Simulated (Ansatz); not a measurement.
Fields on a plane of ZrHg (space group P4/mmm)

```yaml
crystal:
  lattice:
    - [3.14769, 0.00000, 0.00000]
    - [0.00000, 3.14769, 0.00000]
    - [0.00000, 0.00000, 4.27044]
  atoms:
    - { symbol: Zr, position: [0.50000, 0.50000, 0.50000] }
    - { symbol: Hg, position: [0.00000, 0.00000, 0.00000] }
```

The slice is a (010) plane (indices of the conventional cell) through the point (0.000, 0.000, 0.000) (fractional), spanned by u = [100] and v = [001] in vectors of this cell: u (3.15 Å) and v (4.27 Å, at 90° to u). It covers one period; positions are fractions (u, v).

Atoms on it: Hg at (0.00, 0.00).

The numbers are results of r2SCAN (plane waves to 500 eV, PAW, scalar-relativistic; Ansatz, a quantum-chemistry and plane-wave program), not measurements. k mesh 15×15×11. Near the nuclei the fields are pseudised (PAW); where an atom keeps semicore shells as valence, they peak there. Spin-orbit coupling is left out, though Hg is heavy. ZrHg is run without spin polarisation. ZrHg was relaxed with its symmetry unable to fall.

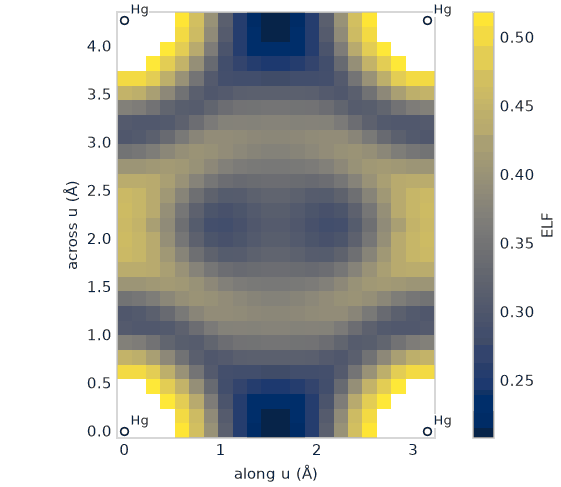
Fig. 1. Electron localisation function (ELF), one period of the plane, atoms marked. Points within 0.5 Å of a nucleus are left white, as the pseudised field means little there.

```
|xxxxxxx02566520xxxxxx|
|xxxxxxx02566520xxxxxx|
|xxxxxx0036776300xxxxx|
|xxxxxx0256776520xxxxx|
|xxxxx014677776410xxxx|
|xxx0013567777653100xx|
|000024566777766542000|
|333456666666666665433|
|666666666666666666666|
|888777665555556677788|
|998877655444455677889|
|999887654444445678899|
|999887654333345678899|
|999877654333345677899|
|999887654333345678899|
|999887654444445678899|
|998877655444455677889|
|888777665555556677788|
|666666666666666666666|
|333456666666666665433|
|000024566777766542000|
|xxx0013567777653100xx|
|xxxxx014677776410xxxx|
|xxxxxx0256776520xxxxx|
|xxxxxx0036776300xxxxx|
|xxxxxxx02566520xxxxxx|
|xxxxxxx02566520xxxxxx|
|xxxxxxx01566510xxxxxx|
```
Scale: ten equal steps from 4.00 (start of '0') to 12.11 (end of '9'), in the order '0123456789'. Values: electrostatic potential energy of an electron, from the cell's mean, in eV. The map has 21 points along u (one character each, u = 0 at the left) and 28 along v (v = 0 in the bottom row). Points within 1 Å of a nucleus are blanked (x), as the pseudised field means little there. Values under 4 eV are set to 4. The zero, the cell's mean, hangs on the PAW cores.

| Item | Result |
|---|---|
| Density on the Hg–Hg line (3.15 Å) at its midpoint | 0.20 e/Å³ |
| ELF at that point | 0.2 |
